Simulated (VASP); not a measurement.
# 1T-PtSe2 monolayer under biaxial strain, part 7 of 7

Aim: strain 1T-PtSe2 monolayer in both directions of its plane and follow energy, thickness and gap.

VASP 6.6.1, plane waves and PAW; the level of theory is named at each step.

So far. Step 19 (Strained, atoms relaxed, biaxial strain 0.03): The run ended after 4 ionic steps, 0.039 eV below its first step, once the forces on the free atoms met EDIFFG = -0.015.

## 21. Strained, atoms relaxed, biaxial strain 0.04

This step: PBE with D3(BJ); plane waves and PAW (Pt, Se) (VASP 6.6.1).

INCAR reads:

```
SYSTEM = PtSe2
PREC = Normal
ENCUT = 350
EDIFF = 1E-06
NELM = 120
ISMEAR = 0
SIGMA = 0.03
LREAL = .FALSE.
ALGO = Fast
GGA = PE
IVDW = 12
NBANDS = 17
LASPH = .TRUE.
LORBIT = 11
LWAVE = .FALSE.
LCHARG = .FALSE.
KPAR = 4
IBRION = 2
NSW = 30
ISIF = 2
EDIFFG = -0.015
POTIM = 0.4
MAXMIX = 40
IDIPOL = 3
LDIPOL = .TRUE.
DIPOL = 0.5 0.5 0.5
```

POSCAR reads:

```
PtSe2
1.0
    3.8509503946      0.0000000000      0.0000000000
   -1.9254751974      3.3350208705      0.0000000000
    0.0000000000      0.0000000000     22.0000000000
Pt Se
1 2
Direct
    0.0000000000      0.0000000000      0.5000000000
    0.3333333333      0.6666666667      0.4396979050
    0.6666666667      0.3333333333      0.5603020950
```

KPOINTS reads:

```
Automatic mesh
0
Gamma
9 9 1
0 0 0
```

Potentials, in the order of the species: Pt and Se (PBE family, release 64).

Run with:

```sh
$ mpirun -np 4 vasp_std
```

What it wrote:

```text
[... set-up lines as in an earlier step ...]
 entering main loop
       N       E                     dE             d eps       ncg     rms          rms(c)
DAV:   1     0.144027189853E+03    0.14403E+03   -0.61164E+03   408   0.689E+02
DAV:   2    -0.256254940929E+00   -0.14428E+03   -0.13755E+03   623   0.155E+02
DAV:   3    -0.148018618798E+02   -0.14546E+02   -0.14459E+02   508   0.608E+01
DAV:   4    -0.150333048207E+02   -0.23144E+00   -0.23101E+00   509   0.875E+00
[...]
RMM:  19    -0.141889101394E+02   -0.41701E-05   -0.23223E-07   212   0.190E-03    0.604E-04
RMM:  20    -0.141889113188E+02   -0.11794E-05   -0.76684E-08   155   0.139E-03    0.346E-04
RMM:  21    -0.141889116959E+02   -0.37704E-06   -0.36116E-08   156   0.131E-03
   1 F= -.15016348E+02 E0= -.15016348E+02  d E =-.150163E+02
[...]
N       E                     dE             d eps       ncg     rms          rms(c)
DAV:   1    -0.142202506682E+02   -0.31339E-01   -0.15907E+00   418   0.649E+00    0.570E-01
[...]
2 F= -.15057070E+02 E0= -.15057070E+02  d E =-.407214E-01
 trial-energy change:   -0.040721  1 .order   -0.040611   -0.049874   -0.031347
 step:   2.5501(harm=  2.6919)  dis= 0.07911  next Energy=   -15.081778 (dE=-0.654E-01)
[...]
N       E                     dE             d eps       ncg     rms          rms(c)
DAV:   1    -0.142321395200E+02   -0.67459E-02   -0.38442E+00   408   0.101E+01    0.946E-01
RMM:   2    -0.142422360349E+02   -0.10097E-01   -0.12366E-01   408   0.192E+00    0.151E-01
RMM:   3    -0.142440496487E+02   -0.18136E-02   -0.18282E-02   411   0.748E-01    0.665E-02
RMM:   4    -0.142444208765E+02   -0.37123E-03   -0.29215E-03   416   0.328E-01    0.451E-02
RMM:   5    -0.142444485002E+02   -0.27624E-04   -0.56052E-04   418   0.154E-01    0.402E-02
RMM:   6    -0.142444646733E+02   -0.16173E-04   -0.14309E-04   413   0.769E-02    0.144E-02
RMM:   7    -0.142444600172E+02    0.46560E-05   -0.35373E-05   435   0.374E-02    0.110E-02
RMM:   8    -0.142444671160E+02   -0.70988E-05   -0.16263E-05   404   0.207E-02    0.106E-02
RMM:   9    -0.142444662754E+02    0.84062E-06   -0.22864E-06   300   0.969E-03
   3 F= -.15082491E+02 E0= -.15082491E+02  d E =-.661426E-01
[...]
reached required accuracy - stopping structural energy minimisation
```

Wall time 18 s (4 MPI ranks of AMD EPYC 7R43, shared host); peak memory 0.73 GiB; 70 s of CPU time.

From OUTCAR (step 21):

```text
 Edisp (eV)   -0.83168

 Edisp (eV)   -0.83802

  Total      -2.73398    -2.73398    -0.10854     0.00000     0.00000     0.00000
  in kB     -15.50303   -15.50303    -0.61549     0.00000     0.00000     0.00000
  external pressure =      -10.54 kB  Pullay stress =        0.00 kB

 POSITION                                       TOTAL-FORCE (eV/Angst)
 -----------------------------------------------------------------------------------
      0.00000      0.00000     11.00000         0.000000      0.000000      0.000000
     -0.00000      2.22335      9.75247        -0.000000      0.000000      0.014778
      1.92548      1.11167     12.24753         0.000000      0.000000     -0.014778
 -----------------------------------------------------------------------------------
    total drift:                               -0.000000      0.000000      0.000000

  FREE ENERGIE OF THE ION-ELECTRON SYSTEM (eV)
  ---------------------------------------------------
  free  energy   TOTEN  =       -15.0824908812 eV

  energy  without entropy=      -15.0824908812  energy(sigma->0) =      -15.08249088

[... 2 parts as in an earlier step ...]

[... 2 further parts left out ...]
[key lines of the parts left out:]
E-fermi :  -3.1564
```

The run ended after 3 ionic steps, 0.066 eV below its first step, once the forces on the free atoms met EDIFFG = -0.015.

## 22. Strained, levels with spin-orbit coupling, biaxial strain 0.04

This step: PBE with D3(BJ), spin-orbit coupling; plane waves and PAW (Pt, Se) (VASP 6.6.1).

INCAR reads:

```
SYSTEM = PtSe2
PREC = Normal
ENCUT = 350
EDIFF = 1E-06
NELM = 120
ISMEAR = 0
SIGMA = 0.03
LREAL = .FALSE.
ALGO = Fast
GGA = PE
IVDW = 12
LNONCOLLINEAR = .TRUE.
MAGMOM = 0 0 0 0 0 0 0 0 0
NBANDS = 34
GGA_COMPAT = .FALSE.
LASPH = .TRUE.
LSORBIT = .TRUE.
LMAXMIX = 4
LWAVE = .FALSE.
LCHARG = .FALSE.
KPAR = 4
IDIPOL = 3
LDIPOL = .TRUE.
DIPOL = 0.5 0.5 0.5
LVHAR = .TRUE.
LVACPOTAV = .TRUE.
```

POSCAR reads:

```
PtSe2
1.0
    3.8509503946      0.0000000000      0.0000000000
   -1.9254751974      3.3350208705      0.0000000000
    0.0000000000      0.0000000000     22.0000000000
Pt Se
1 2
Direct
    0.0000000000      0.0000000000      0.5000000000
    0.3333333333      0.6666666667      0.4432938962
    0.6666666667      0.3333333333      0.5567061038
```

KPOINTS is that of step 21.

KPOINTS_OPT reads:

```
Line mode
14
Line-mode
Reciprocal
  0.00000000   0.00000000   0.00000000 GAMMA
  0.50000000   0.00000000   0.00000000 M

  0.50000000   0.00000000   0.00000000 M
  0.33333333   0.33333333   0.00000000 K

  0.33333333   0.33333333   0.00000000 K
  0.00000000   0.00000000   0.00000000 GAMMA
```

Run with:

```sh
$ mpirun -np 4 vasp_ncl
```

What it wrote:

```text
[... set-up lines as in an earlier step ...]
 entering main loop
       N       E                     dE             d eps       ncg     rms          rms(c)
DAV:   1     0.149359357657E+03    0.14936E+03   -0.57734E+03   816   0.689E+02
DAV:   2     0.357524146072E+01   -0.14578E+03   -0.13580E+03  1238   0.157E+02
DAV:   3    -0.151654113241E+02   -0.18741E+02   -0.18525E+02  1044   0.650E+01
DAV:   4    -0.155392191242E+02   -0.37381E+00   -0.37256E+00  1072   0.103E+01
[...]
RMM:  21    -0.146443098888E+02   -0.17677E-05   -0.59320E-08   485   0.105E-03    0.216E-04
RMM:  22    -0.146443113653E+02   -0.14766E-05   -0.55856E-08   483   0.104E-03    0.101E-04
RMM:  23    -0.146443116140E+02   -0.24868E-06   -0.19529E-08   432   0.935E-04
 [... a notice as in an earlier step ...]

   1 F= -.15482336E+02 E0= -.15482336E+02  d E =-.508005E-16  mag=    -0.0000     0.0000     0.0000
 Start KPOINTS_OPT (optional k-point list driver)
k-point batch [1-12\42]
       N       E                     dE             ncg
DAV:   1    -0.126005474878E+03   -0.24588E+04      832
DAV:   2    -0.182571402660E+04   -0.16997E+04     1204
DAV:   3    -0.207280897476E+04   -0.24709E+03     1032
DAV:   4    -0.207855783354E+04   -0.57489E+01     1004
DAV:   5    -0.207868501847E+04   -0.12718E+00     1048
DAV:   6    -0.207868968362E+04   -0.46651E-02     1118
DAV:   7    -0.207868977956E+04   -0.95947E-04     1122
DAV:   8    -0.207868978382E+04   -0.42527E-05      982
DAV:   9    -0.207868978405E+04   -0.23229E-06      708
[...]
k-point batch [37-42\42]
       N       E                     dE             ncg
DAV:   1     0.249162385497E+04   -0.37707E+03      408
DAV:   2     0.167070312943E+04   -0.82092E+03      516
DAV:   3     0.153455013542E+04   -0.13615E+03      556
DAV:   4     0.153110167894E+04   -0.34485E+01      504
DAV:   5     0.153101428038E+04   -0.87399E-01      532
DAV:   6     0.153101154648E+04   -0.27339E-02      580
DAV:   7     0.153101146741E+04   -0.79072E-04      580
DAV:   8     0.153101146330E+04   -0.41075E-05      554
DAV:   9     0.153101146307E+04   -0.23545E-06      436
```

Run time: 84 s. Hardware: 4 MPI ranks; peak memory 1.7 GiB; 5.6 min of CPU time.

From OUTCAR (step 22):

```text
 Edisp (eV)   -0.83802

  Total      -2.65825    -2.65825    -0.03602     0.00000     0.00000    -0.00000
  in kB     -15.07358   -15.07358    -0.20423     0.00000     0.00000    -0.00000
  external pressure =      -10.12 kB  Pullay stress =        0.00 kB

 POSITION                                       TOTAL-FORCE (eV/Angst)
 -----------------------------------------------------------------------------------
      0.00000      0.00000     11.00000        -0.000000      0.000000      0.000000
     -0.00000      2.22335      9.75247         0.000000     -0.000000     -0.019100
      1.92548      1.11167     12.24753        -0.000000      0.000000      0.019100
 -----------------------------------------------------------------------------------
    total drift:                                0.000000     -0.000000      0.000000

  FREE ENERGIE OF THE ION-ELECTRON SYSTEM (eV)
  ---------------------------------------------------
  free  energy   TOTEN  =       -15.4823362200 eV

  energy  without entropy=      -15.4823362200  energy(sigma->0) =      -15.48233622

[... 2 parts as in an earlier step ...]

[... 1 further part left out ...]
[key lines of the parts left out:]
E-fermi :  -3.0845
```

On-site spin-orbit energy by atom:

```csv
atom,on-site spin-orbit energy (eV)
Pt1,-0.735
Se2,-0.032
Se3,-0.032
```

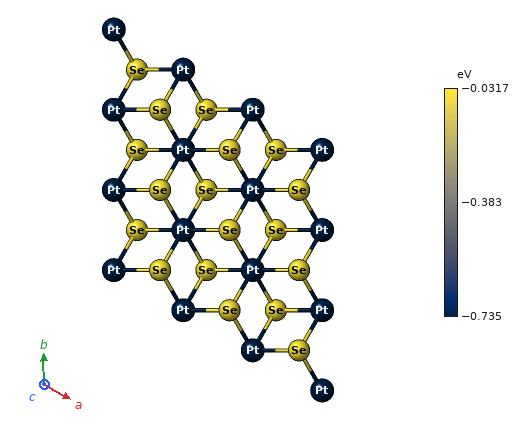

Atoms coloured by on-site spin-orbit energy. 3×3×1 cells are drawn. Some periodic images of atoms are drawn too.

## 23. All strains together

This step: monolayer under biaxial strain, PBE + D3(BJ); plane waves and PAW (VASP 6.6.1).

Derived from the runs above.

This step gave:

- lattice a: 3.703 Å

Gaps on mesh and path; the strain energy is without spin-orbit coupling. Strain series, by row:

```csv
biaxial strain (%),strain energy (J/m²),thickness (Å),gap with spin-orbit coupling (eV),least direct gap (eV),highest filled level below the vacuum (eV)
-4,0.1616,2.828,0.8041,1.258,5.057
-3,0.0917,2.785,0.9328,1.317,5.163
-2,0.04192,2.741,1.052,1.364,5.263
-1,0.01132,2.696,1.108,1.396,5.357
0,-3.91e-7,2.653,1.155,1.406,5.443
1,0.007231,2.615,1.189,1.386,5.522
2,0.03266,2.572,1.22,1.335,5.599
3,0.07557,2.531,1.21,1.266,5.636
4,0.1353,2.495,1.14,1.188,5.616
```

## 24. What came out

```yaml
lattice_a: 3.70 Å
```

The gap with spin-orbit coupling runs from 0.80 eV at -4 % to 1.14 eV at +4 %; the largest value among the strains run is 1.22 eV, at +2 %, and the band edges may change valleys between rows. Under tension its steps for each per cent are +34, +31, -10 and -70 meV. A cubic fit of the strain energy gives a curvature of 93 N/m in E = k ε², which is C11 + C12 for this hexagonal sheet. The sheet's thickness goes from 2.83 to 2.50 Å. Gaps are read on mesh and path and are too small at this level. The small cell can't ripple under compression.

[Lines on the potential files, build, host, timing and source positions are cut from VASP's logs without a mark.]

[Logs are printed without paths, hosts, clocks, repeated set-up lines and the standing remarks that a program may print on its own settings, such as how far it seeks lower states.]

[Hosts, paths, dates, database ids (printed as entryN), source tags and the programs' standing remarks are cut or masked in the printed files.]

[Runs that stopped without an error message from VASP are left out.]
